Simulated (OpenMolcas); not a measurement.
# C2F4O (trifluoroacetyl fluoride) in OpenMolcas

Aim: the energy of C2F4O (trifluoroacetyl fluoride).

Program for the calculation: OpenMolcas 26.06.

## (1) The structure to begin with

C2F4O: 7 atoms, total charge 0, spin state singlet. SMILES: `O=C(F)C(F)(F)F`. Geometry: relaxed at PBE0-D4/def2-TZVP.

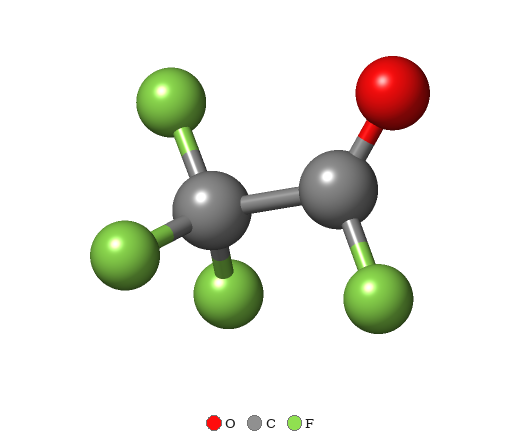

The structure, seen from a chosen angle (oxygen red, carbon grey, fluorine green).

## (2) The job

Input file step17.inp:

```
&GATEWAY
  BasisSet
  O.6-31G....
  O1 1.061180 -1.396170 0.701140 angstrom
  End of Basis
  BasisSet
  C.6-31G....
  C2 0.088980 -0.798110 0.435150 angstrom
  C4 0.018150 0.551850 -0.306440 angstrom
  End of Basis
  BasisSet
  F.6-31G....
  F3 -1.136840 -1.201010 0.739860 angstrom
  F5 -0.697880 0.418270 -1.418740 angstrom
  F6 -0.564330 1.461580 0.468830 angstrom
  F7 1.230750 0.963590 -0.619810 angstrom
  End of Basis
  RICD

&SEWARD

&RASSCF
  FileOrb=$CurrDir/step2.RasOrb
  Spin=2
  Nactel=8 0 0
  Inactive=24
  Ras2=7
  OrbListing=Nothing

&CASPT2
```

Command:

```
$ export MOLCAS_MEM=1860
$ pymolcas step17.inp > step17.log
```

The program printed:

```text
--- Start Module: gateway ---

                                              &GATEWAY

                       available to each process: 1.9 GB of memory, 1 thread

++    Symmetry information:
      ---------------------

                    Character Table for C1

                             E
                    a        1  x, y, xy, Rz, z, xz, Ry, yz, Rx, I
--

++    Basis set information:
      ----------------------

      Basis set label: O.6-31G.........

      Electronic valence basis set:
      ------------------
      Associated Effective Charge   8.000000 au
      Associated Actual Charge      8.000000 au
      Nuclear Model: Point charge

      Shell  nPrim  nBasis  Cartesian Spherical Contaminant
         s      10       3        X
         p       4       2        X

      Basis set label: C.6-31G.........

      Electronic valence basis set:
      ------------------
      Associated Effective Charge   6.000000 au
      Associated Actual Charge      6.000000 au
      Nuclear Model: Point charge

      Shell  nPrim  nBasis  Cartesian Spherical Contaminant
         s      10       3        X
         p       4       2        X

      Basis set label: F.6-31G.........

[... 101 lines left out ...]
                  Orbital angular momentum around ( -0.0641   0.0964  -0.0490 )
                  Velocity quadrupole around ( -0.0641   0.0964  -0.0490 )
                  RI decomposed two-electron repulsion integrals stored Cholesky style
                   - acCD auxiliary basis
                   - CD Threshold:   1.00E-04

                   Integrals are discarded if absolute value <: 1.00E-14
                   Integral cutoff threshold is set to       <: 1.00E-16

            Nuclear Potential Energy            336.98226947 au

      Basis set specifications :
      Symmetry species         a
      Basis functions           63

--- Stop Module: seward /rc=_RC_ALL_IS_WELL_ ---

--- Start Module: rasscf ---

                                              &RASSCF

                       available to each process: 1.9 GB of memory, 1 thread

 ******************** ERROR *********************
 ###############################################################################
 ###    ERROR: No such wave function.                                        ###
 ###############################################################################
 The following combined specifications are wrong.
 Nr of active electrons NACTEL=   8
 Nr of active orbitals     NAC=   7
 Spin degeneracy         ISPIN=   2
 There can be no such wave function.
 ************************************************
--- Stop Module: rasscf /rc=_RC_INPUT_ERROR_ ---

.####################.
.# User input error #.
.####################.

    Timing: Wall=1.27 User=1.10 System=0.13
```

Wall time 1.6 s (1 thread of Intel Xeon Platinum 8259CL at 2.50GHz (Skylake/Cascade Lake), shared host); peak memory 0.085 GiB.

## (3) Reading the log

The job stopped with an error part of the way.

The telling line is `ERROR: No such wave function.`. What is wrong: the electron count doesn't fit the spin or reference typed: an even count needs an odd multiplicity, an odd count an even one.
